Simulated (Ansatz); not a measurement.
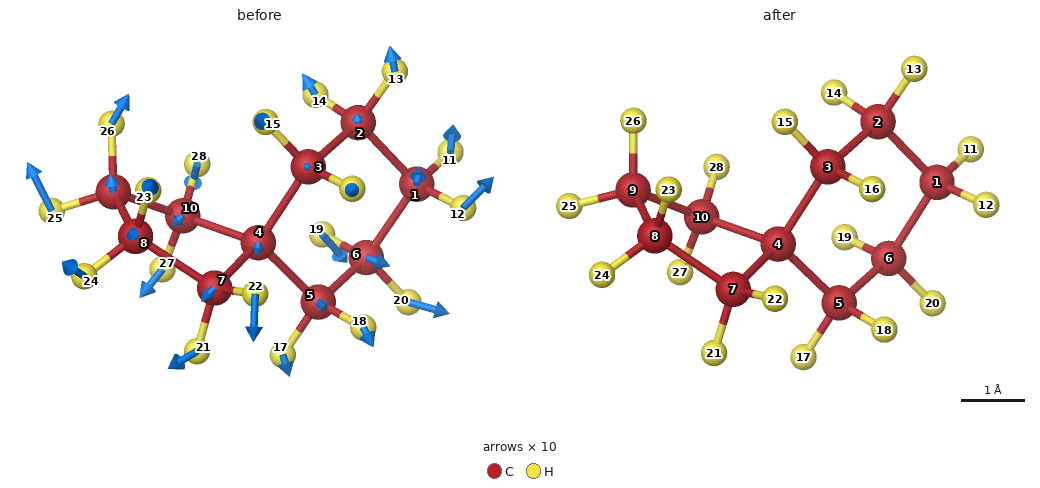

The structure of C$_{10}$H$_{18}$ (coarse preliminary run) before (left) and after (right) a relaxation, at one scale. The blue arrows give the displacements, 10 times their true length.

Style: ball-and-stick. Shown at a tilt.

The start comes from a force field.

These are results of RKS PBE-D4/def2-SVP (Ansatz), not measurements.

Input
```yaml
crystal:
  periodic: [false, false, false]
  atoms:
    - {symbol: C, position_ang: [-1.310800, -1.553460, -1.716100]}
    - {symbol: C, position_ang: [-0.461130, -2.017580, -0.538460]}
    - {symbol: C, position_ang: [-0.518480, -1.007300, 0.604800]}
    - {symbol: C, position_ang: [-0.102740, 0.406140, 0.174380]}
    - {symbol: C, position_ang: [-0.946520, 0.827550, -1.032030]}
    - {symbol: C, position_ang: [-0.855110, -0.174320, -2.179060]}
    - {symbol: C, position_ang: [-0.276640, 1.391910, 1.340900]}
    - {symbol: C, position_ang: [0.955530, 1.196270, 2.227620]}
    - {symbol: C, position_ang: [2.057810, 0.663860, 1.294280]}
    - {symbol: C, position_ang: [1.407450, 0.505890, -0.086160]}
    - {symbol: H, position_ang: [-1.234920, -2.269440, -2.537480]}
    - {symbol: H, position_ang: [-2.358830, -1.503680, -1.410490]}
    - {symbol: H, position_ang: [-0.818100, -2.986630, -0.181230]}
    - {symbol: H, position_ang: [0.570750, -2.151090, -0.869170]}
    - {symbol: H, position_ang: [0.119150, -1.346380, 1.422080]}
    - {symbol: H, position_ang: [-1.544940, -0.965740, 0.979210]}
    - {symbol: H, position_ang: [-0.626080, 1.813700, -1.377580]}
    - {symbol: H, position_ang: [-1.990180, 0.910850, -0.716540]}
    - {symbol: H, position_ang: [0.175110, -0.230710, -2.535650]}
    - {symbol: H, position_ang: [-1.477420, 0.164170, -3.010790]}
    - {symbol: H, position_ang: [-0.292850, 2.409320, 0.945490]}
    - {symbol: H, position_ang: [-1.205770, 1.227720, 1.885890]}
    - {symbol: H, position_ang: [0.742650, 0.474960, 3.016910]}
    - {symbol: H, position_ang: [1.248820, 2.128900, 2.708280]}
    - {symbol: H, position_ang: [2.906820, 1.345280, 1.248200]}
    - {symbol: H, position_ang: [2.430830, -0.295670, 1.653270]}
    - {symbol: H, position_ang: [1.602550, 1.392070, -0.692860]}
    - {symbol: H, position_ang: [1.803030, -0.356580, -0.617710]}
basis:
  gaussian: {orbitals: def2-SVP}
hamiltonian: {xc: pbe, dispersion: d4}
relax: {f_tol: 0.03, max_steps: 200}
```

Run as
```bash
ansatz run in.yaml --threads 4 --pin off --events-out ev --progress --plain --max-ram 66560MiB --backend cuda --devices 0, --max-vram 37GiB
```

> Describe what moved and what it gained.

The atom that moves furthest after the best rigid fit is H25 (0.088 Å). Largest moves by element: H 0.088 Å, C 0.041 Å. Near-neighbour distances that change, for instance: C10–H27 1.092 → 1.112 Å, C8–C9 1.539 → 1.556 Å, C4–C10 1.536 → 1.551 Å, C3–C4 1.535 → 1.550 Å. Over 3 geometry steps the energy falls by 0.165 eV. Largest force component: 0.68 eV/Å at the start, 0.0081 eV/Å at the end. The run took about 14 s of wall time on a shared GPU.
